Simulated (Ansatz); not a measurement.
# CHO$_{2}$ (doublet): what the fields show

```yaml
atoms:
  - { symbol: O, position_ang: [-1.1602, 0.0051, 0.5249] }
  - { symbol: C, position_ang: [-0.0508, -0.0696, 0.0697] }
  - { symbol: O, position_ang: [1.0109, -0.7254, 0.1129] }
  - { symbol: H, position_ang: [0.2557, 0.7297, -0.7279] }
```

These are results of Ansatz 0.2.0, UKS PBE0-D4/cc-pVDZ, not measurements.

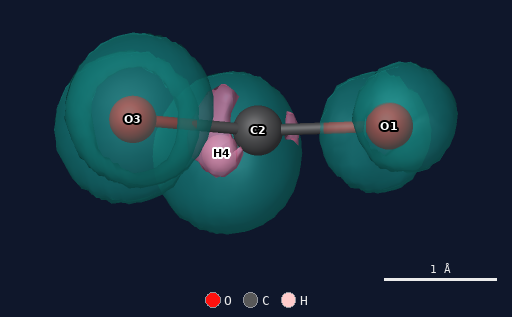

Figure 1. Isosurfaces of the spin density (α minus β) at +0.05 (teal) and −0.05 e/Å³ (pink), seen from one side.

Where is the unpaired spin?

Answer. The unpaired spin (1 electron) lies mostly on O3 (about 0.5), H4 (about 0.2), O1 (about 0.2) and C2 (about 0.1), in electrons by Hirshfeld's partition.

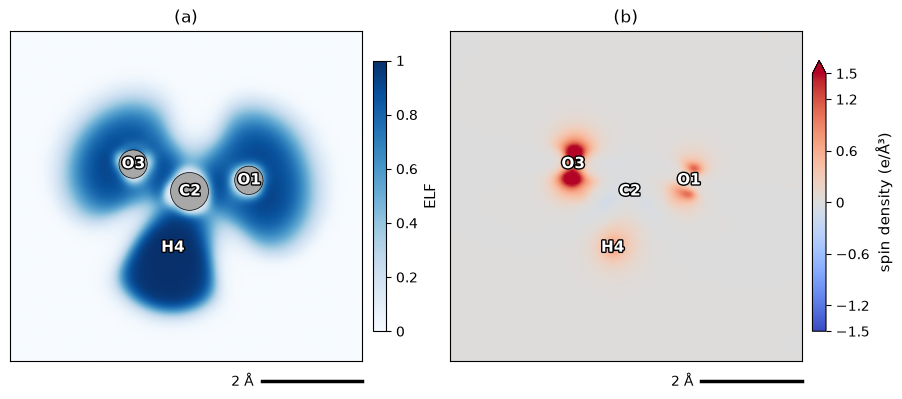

Figure 2. (a) electron localisation function; (b) spin density on the molecular plane. Grey discs cover the atomic cores in the ELF map.

Read the bonding off the picture.

Answer. The section cuts through O, C and H sites.
C–O (1.20 Å): the ELF peaks at about 0.85 between the atoms (a multiple bond).
C–H (1.17 Å): the ELF climbs to about 1 towards the hydrogen, as it does in any bond to H (an ordinary covalent bond to hydrogen).
C–O (1.25 Å): the ELF peaks at about 0.85 between the atoms; a polar covalent bond.
The ELF also peaks beside O1 and O3, away from the bonds: non-bonding electrons, paired or unpaired.

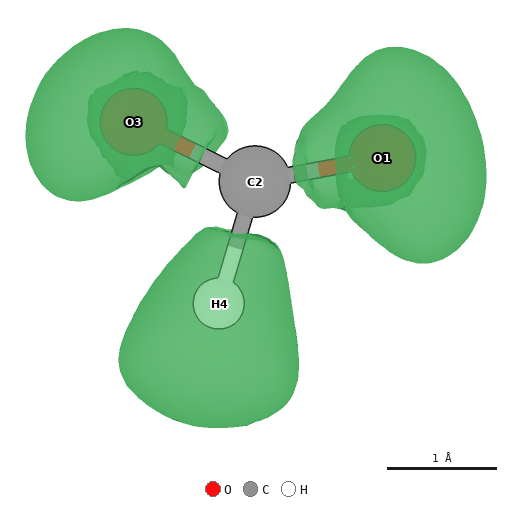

Figure 3. Isosurface of the electron localisation function at 0.75 (green), seen across its widest extent. Core shells and regions of very low density are left out.

Identify the bonds, lone pairs and shells in this picture.

Answer. At this value the surface marks out one region around a hydrogen nucleus and two regions on O in which the atom's valence shell and bonds are merged.

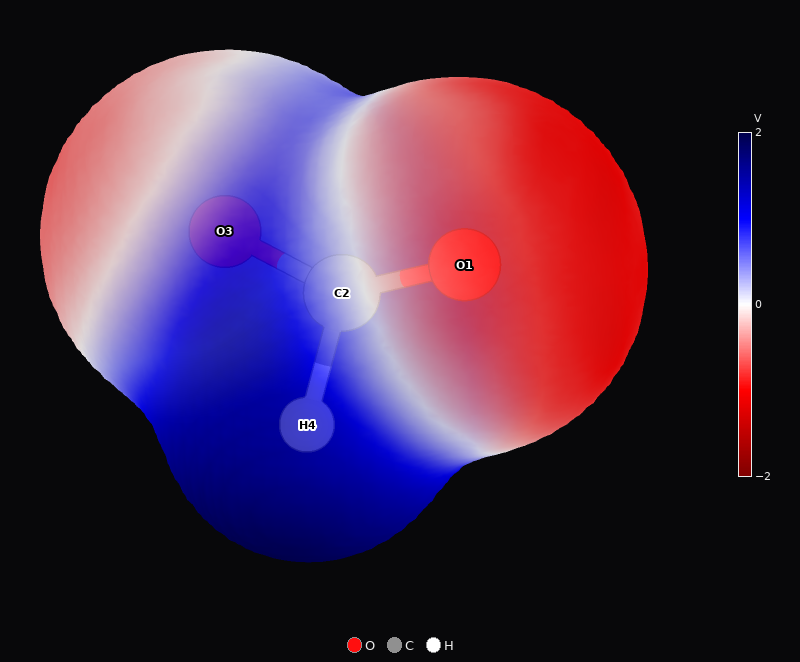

Figure 4. The molecular electrostatic potential painted on the density surface at 0.002 e/bohr³, seen at a tilt; the colour scale runs from red (negative) to blue (positive).

Where is the surface potential most negative and most positive?

Answer. The most negative region (about −1.0 V) lies over O1, the most positive (about +2.0 V) over H4. O1 is the likeliest acceptor of a hydrogen bond.
